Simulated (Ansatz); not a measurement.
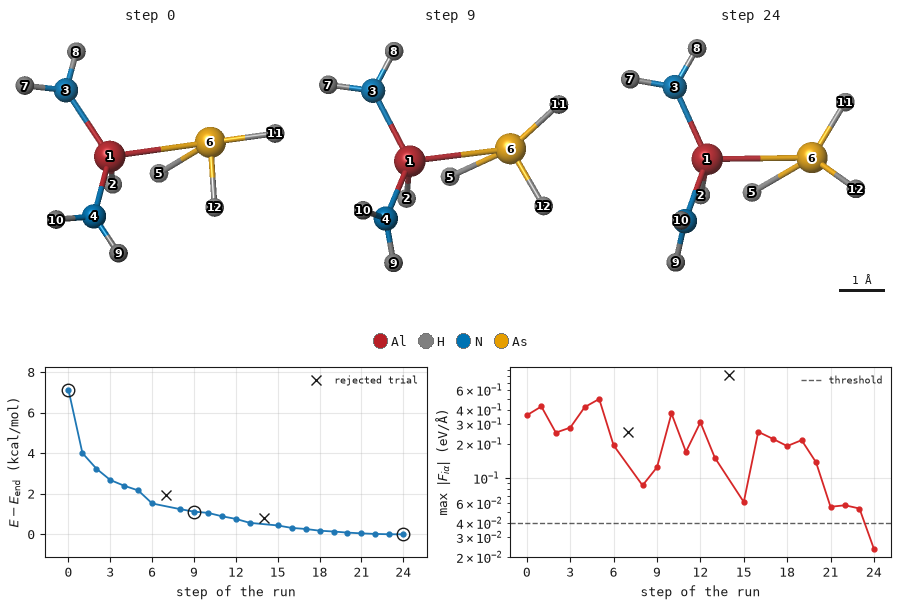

Frames of a constrained relaxation of AlAsN2H8, marked on the history of the run. The picture is a ball-and-stick view, seen at a tilt.

The reaction that was planned forms Al1–As6, H2–H5 and breaks Al1–H2, H5–As6 (atoms numbered from 1 in input order).

Level of theory: Ansatz 0.2.0, RKS PBE0-D4/def2-SVP. Set-up: held fixed: the distance between atoms 1 (Al) and 6 (As), the distance between atoms 2 (H) and 5 (H), the distance between atoms 1 (Al) and 2 (H), the distance between atoms 5 (H) and 6 (As), counting from 1; force threshold 0.04 eV/Å; at most 150 steps.

Q: What happens along the run?

A: The largest moves after the best rigid fit, 1.24 Å, are those of H9 and H12. By element the largest moves are H 1.24 Å, As 0.38 Å, N 0.30 Å, Al 0.11 Å. Near-neighbour distances that change, for instance: As6–H11 1.539 → 1.507 Å, Al1–N3 1.785 → 1.781 Å. Bond angles that change, for instance: H5–As6–H12 80.2° → 127.0°, Al1–As6–H12 81.8° → 119.4°, H5–As6–H11 147.2° → 124.6°. Groups turn about Al1–N4 by about 65°, Al1–N3 by about 25°. The energy falls by 7.13 kcal/mol in 22 accepted moves (24 points after the start). Largest force component: 0.36 eV/Å at the start, 0.024 eV/Å at the end. The line search rejected the trial steps at points 7, 14 of the run. Cost: 110 s on 8 threads of Intel Xeon @ 2.50GHz, on a shared host. From step 0 to 9: H11 moves most (0.75 Å), energy −6.01 kcal/mol. From step 9 to 24: H12 moves most (0.85 Å), energy −1.12 kcal/mol.
